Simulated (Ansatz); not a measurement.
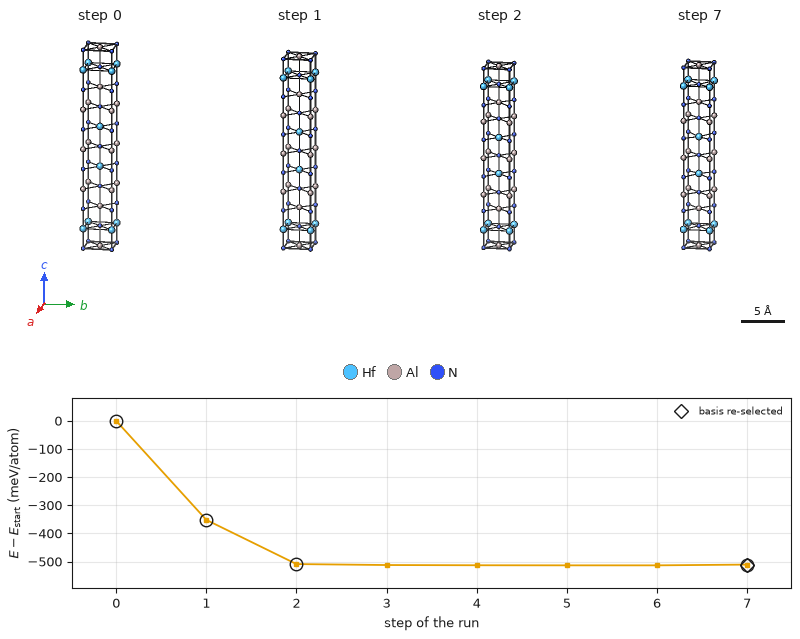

Frames of a relaxation of solid Hf$_{2}$Al$_{3}$N$_{5}$ (a generated structure, set up in I4/mmm) (coarse preliminary run), marked on the history of the run. Style: ball-and-stick. Shown: the conventional cell (2 times the calculation's cell), slightly off an axis. Lengths and directions refer to the drawn axes.

These are results of DFT PBE, scalar-relativistic, plane waves, PAW (Ansatz 0.2.0), not measurements. (plane-wave cutoff 420 eV; k-point mesh 8 × 8 × 8; occupations gaussian; smearing width 0.1 eV; no spin polarisation; cell and atoms relaxed; force threshold 0.04 eV/Å; at most 70 steps)

Question: What happens along the run?

Answer: The largest moves relative to the cell, 0.17 Å, are those of N atoms. By element the largest moves are N 0.17 Å, Al 0.10 Å, Hf 0.04 Å. The drawn cell changes as follows: a = b 3.389 → 3.080 Å (−9.1 %), c 23.961 → 21.753 Å (−9.2 %); the volume changes by −25.0 %. Near-neighbour distances that change, for instance: Al–N 2.396 → 1.951 Å, Hf–Hf 3.389 → 3.080 Å, Al–N 2.396 → 2.111 Å, Al–N 2.396 → 2.178 Å. Among the angles between lasting bonds that change: Hf–N–Hf 180.0° → 173.6°, Hf–N–Al 90.0° → 93.2°, Hf–N–Al 90.0° → 86.8°. The space group stays I4/mmm (No. 139). The energy falls by 510 meV per atom in 6 accepted moves (7 points after the start). Largest force component: 0.72 eV/Å at the start, 0.0082 eV/Å at the end. The pressure goes from −34.00 to −0.36 GPa. The SCF was repeated once at an unchanged geometry on a basis and grid sized afresh for the cell, which shifted the energy by 2.7 meV per atom at most. From step 0 to 1: Al atoms move most (0.03 Å), volume −13.8 %, energy −352 meV per atom. From step 1 to 2: N atoms move most (0.12 Å), volume −14.0 %, energy −157 meV per atom. From step 2 to 7: N atoms move most (0.11 Å), volume +1.2 %, energy −1.8 meV per atom.
